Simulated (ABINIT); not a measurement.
Band structure of SrAlGeH (P3m1, 4 atoms in the cell).

```xyz
4
Lattice="4.2658 0.0000 0.0000 -2.1329 3.6943 0.0000 0.0000 0.0000 4.9673" Properties=species:S:1:pos:R:3 pbc="T T T"
Sr     0.0000     2.4629     0.0228
Al     0.0000     0.0000     2.2753
Ge     2.1329     1.2314     2.7881
H      0.0000     0.0000     0.5228
```

Method: PBEsol, PAW (JTH v2.0 PBE PAW, files made for PBE) (plane waves; ABINIT 10.0.3).

Settings: pseudos = [Sr.GGA_PBE-JTH.xml, Al.GGA_PBE-JTH.xml, Ge.GGA_PBE-JTH.xml, H.GGA_PBE-JTH.xml]; ecut = 60 Ry; pawecutdg = 120 Ry; pawxcdev = 0; ixc = -116133; occopt = 3; tsmear = 0.00036749 Ha; ngkpt = 5 5 4; nshiftk = 1; shiftk = 0 0 0; potentials = JTH v2.0 PBE PAW; kptopt = 1; nstep = 100.

The starting cell comes from a database of computed structures (which also holds hypothetical and non-ambient phases and stackings), without a prior relaxation at this level. The potentials were made for another functional than the one used.

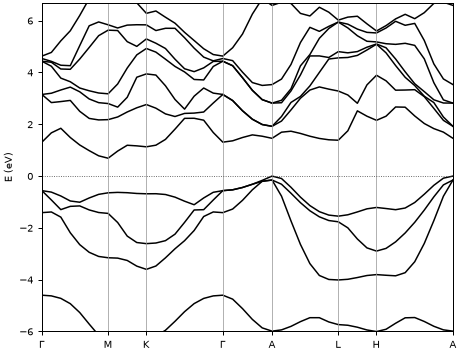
Bands along the path, energies from the top of the valence band on the SCF mesh.

Q: Read off roughly the gap and where its edges lie.

A: The gap along the path is about 0.7 eV (computed: 0.69 eV), from A to M; the smallest direct gap on it is 1.34 eV.

Levels in eV from the top of the valence band on the SCF mesh, bands 11 to 18:
```json
[
 {"point": "Γ", "11": "-4.60", "12": "-1.41", "13": "-0.56", "14": "-0.56", "15": "1.31", "16": "3.15", "17": "3.15", "18": "4.43"},
 {"point": "M", "11": "-6.34", "12": "-3.15", "13": "-1.44", "14": "-0.65", "15": "0.69", "16": "2.18", "17": "2.80", "18": "3.18"},
 {"point": "K", "11": "-6.24", "12": "-3.60", "13": "-2.61", "14": "-0.68", "15": "1.13", "16": "2.76", "17": "3.94", "18": "4.93"},
 {"point": "A", "11": "-5.99", "12": "-0.15", "13": "-0.15", "14": "0.00", "15": "1.46", "16": "1.92", "17": "1.92", "18": "2.82"},
 {"point": "L", "11": "-5.73", "12": "-4.01", "13": "-1.76", "14": "-1.55", "15": "1.38", "16": "3.28", "17": "4.56", "18": "4.80"},
 {"point": "H", "11": "-6.00", "12": "-3.80", "13": "-2.90", "14": "-1.21", "15": "2.15", "16": "3.89", "17": "5.09", "18": "5.10"}
]
```
